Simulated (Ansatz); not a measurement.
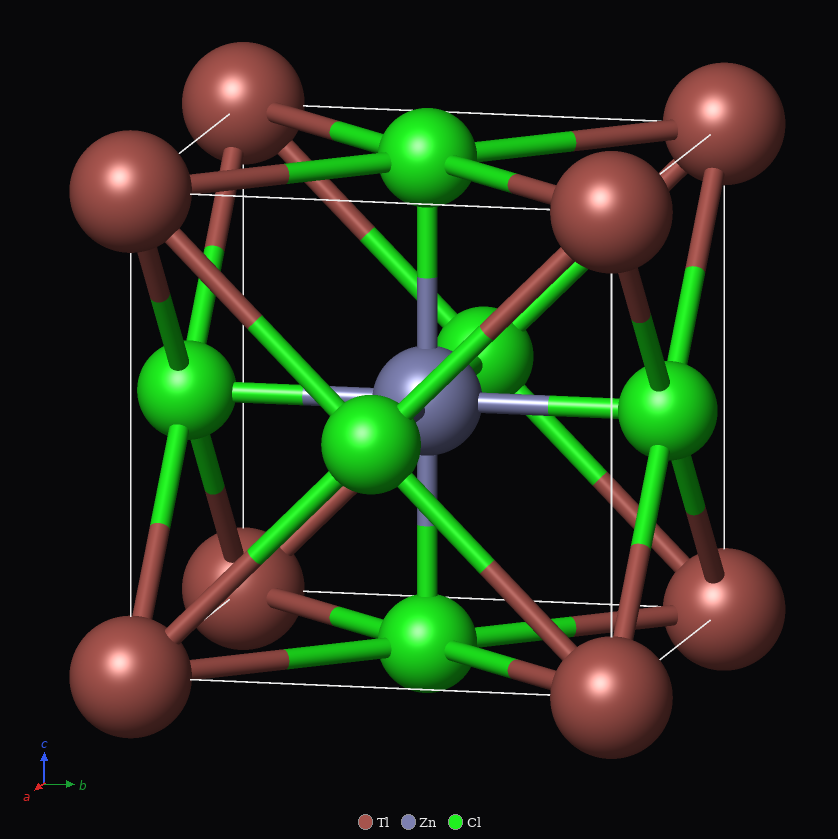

Structure drawing (ball-and-stick), viewed slightly off an axis. The wireframe shows the conventional unit cell.

TlZnCl$_{3}$, cubic perovskite, space group Pm-3m (No. 221), a = 4.809 Å, b = 4.809 Å, c = 4.809 Å, α = 90.00°, β = 90.00°, γ = 90.00°. The cell started as a structure type filled with these elements by a generator (whether the compound takes this form wasn't checked). The cell was then strained or its atoms displaced on purpose. An electronic-structure calculation with Ansatz was run on it.

This one geometry was computed with Ansatz (DFT, plane waves, PAW) at three levels of theory: PBE, r2SCAN and HSE06. It was relaxed with r2SCAN and then strained.

Which level gives the highest pressure at this volume, and what does that say about its equilibrium volume?

Answer. Highest: PBE (4.8 GPa), which points to the largest equilibrium volume. Lowest, with the smallest volume: r2SCAN (3.2 GPa). Levels within 0.5 GPa of each other can't be told apart.

How does the band gap change with the level of theory?

Answer. PBE: a gap of 1.79 eV, indirect; r2SCAN: a gap of 2.41 eV, indirect; HSE06: a gap of 3.03 eV, indirect.

Collect the results in a table.

Answer.
| level | cutoff (eV) | k-mesh of the run's cell | gap (eV) | pressure (GPa) |
| --- | --- | --- | --- | --- |
| PBE | 420 | 6×6×6 | 1.79 | 4.8 |
| r2SCAN | 500 | 6×6×6 | 2.41 | 3.2 |
| HSE06 | 420 | 4×4×4 | 3.03 | 4.1 |

Gaps are taken on the k-mesh or band path of each run.
